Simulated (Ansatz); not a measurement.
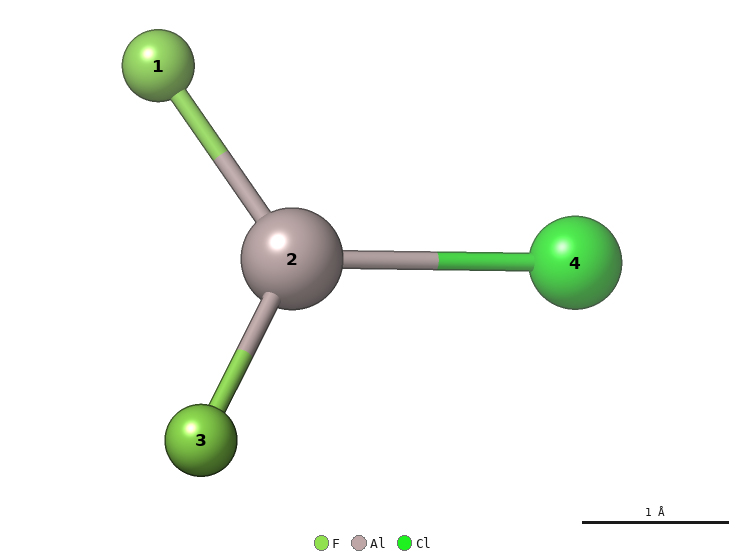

Source: calculation with Ansatz.

Orthographic view. Atoms fade into the background with distance from the viewer. Geometry: atoms displaced at random (about 0.02 Å) from a stationary point of PBE0-D4.

Give the geometry as a Z-matrix, atoms in numerical order, with these reference atoms: 2 to 1; 3 to 2, 1; 4 to 2, 3, 1.

```
F  
Al   1   1.627
F    2   1.609   1   118.8
Cl   2   2.051   3   121.2   1   177.2
```
